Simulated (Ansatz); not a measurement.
**Cl₂H₅NSi: density, localisation and related maps**

Input

```
crystal:
  periodic: [false, false, false]
  atoms:
    - {symbol: Si, position_ang: [-0.010840, 0.654790, -0.571558]}
    - {symbol: N, position_ang: [0.028875, -0.777803, 0.701806]}
    - {symbol: H, position_ang: [-1.111019, 1.616123, -0.410949]}
    - {symbol: H, position_ang: [1.052716, 0.619995, -1.585362]}
    - {symbol: Cl, position_ang: [-1.291830, -0.736295, -1.745111]}
    - {symbol: H, position_ang: [0.616496, -0.531375, 1.496807]}
    - {symbol: Cl, position_ang: [1.274705, 1.751522, 0.873337]}
    - {symbol: H, position_ang: [0.364325, -1.620393, 0.239547]}
    - {symbol: H, position_ang: [-0.923428, -0.976464, 1.001482]}
basis:
  gaussian: {orbitals: def2-TZVPP}
hamiltonian: {xc: pbe0, dispersion: d4}
output: {orbitals: {seedname: orbitals}}
```

Run with:

```sh
ansatz run in.yaml --threads 4 --pin off --events-out ev --progress --plain --max-ram 9574MiB
```

The product side of a reaction path; geometry: PBE0-D4/def2-TZVP.

Level of theory: RKS PBE0-D4/def2-TZVPP (Ansatz).

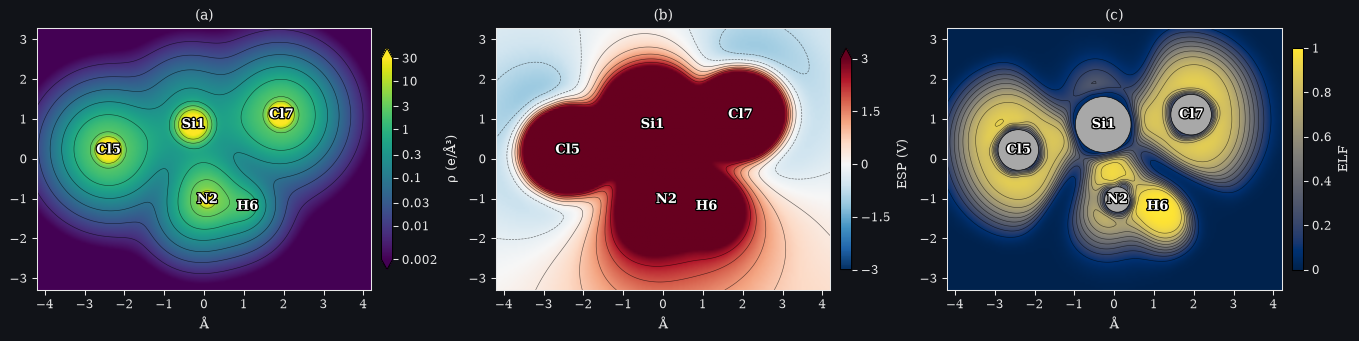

Figure 1. (a) total electron density; (b) molecular electrostatic potential; (c) ELF on the plane of atoms Cl5, Si1 and Cl7. Grey discs cover the atomic cores in the ELF map.

Interpret the plot.

- The section cuts through Si, N, Cl and H sites.
- Si–N (1.92 Å): the density is about 0.78 e/Å³ at the midpoint; the ELF peaks at about 0.95 between the atoms; a shared but strongly polarised pair.
- Si–Cl (2.22 Å): ρ at the midpoint is about 0.68 e/Å³, with its minimum of 0.5 e/Å³ about 0.8 Å from Si; the ELF peaks at about 0.85 between the atoms: a shared but strongly polarised pair.
- N–H (1.02 Å): ρ at the midpoint is about 3 e/Å³; the ELF climbs to about 1 towards the hydrogen, as it does in any bond to H; a covalent bond by its length.
- The ELF also peaks beside Cl5 and Cl7, away from the bonds: lone-pair regions.
- Outside the dense part of the molecule the potential is most negative (−1.1 V) near Cl5.

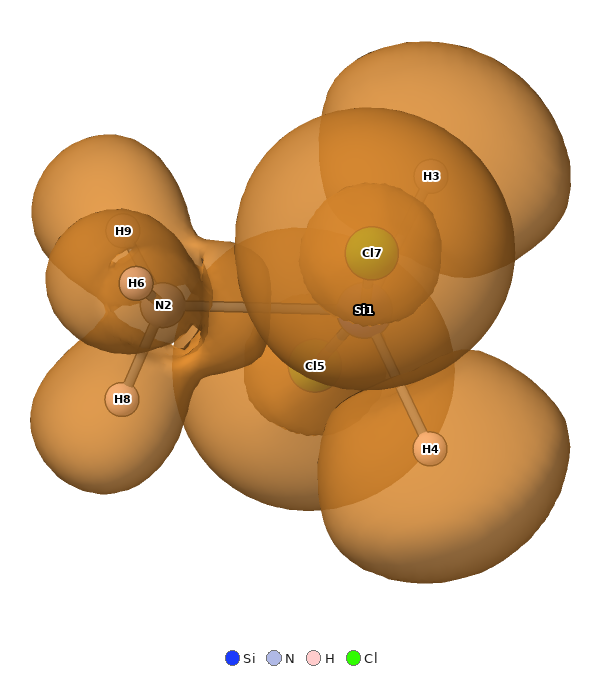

Figure 2. Isosurface of the ELF at 0.75 (orange), seen from one side. Only the valence region is drawn (cores and ρ < 0.01 e/Å³ removed).

Where are the electrons localised?

The surface consists of two regions around hydrogen nuclei, two regions on Cl in which the atom's valence shell and bonds are merged and one joined region spread over several atoms (H, N), in which their bonds and any lone pairs are merged.

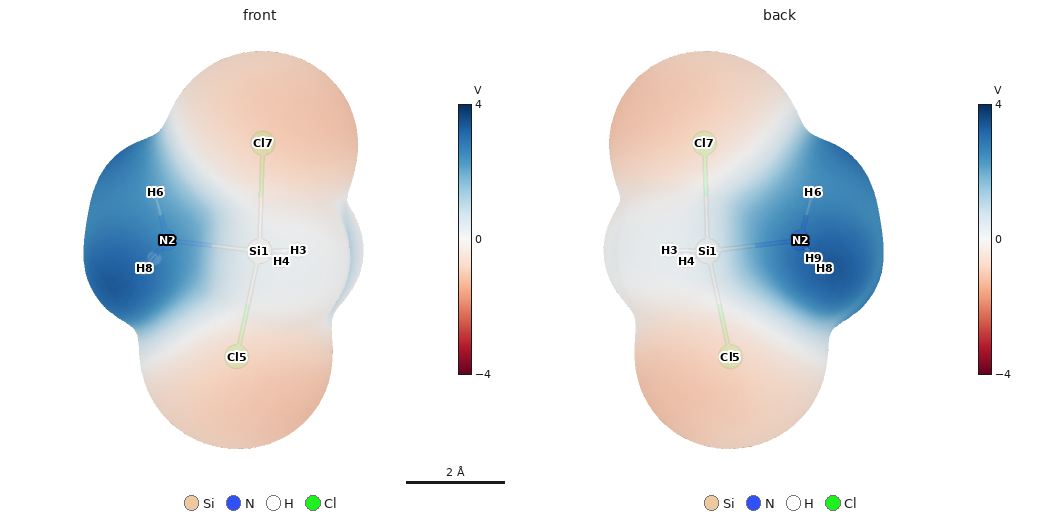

Figure 3. The electrostatic potential painted on the density surface at 0.002 e/bohr³, seen from the front and from behind; the colour scale runs from red (negative) to blue (positive).

Which sites attract a positive test charge, and which a negative one?

A positive charge is drawn to the negative regions and a negative charge to the positive ones. The most negative region (about −1.1 V) lies over Cl5 and Cl7, the most positive (about +3.4 V) over H8 and H9.
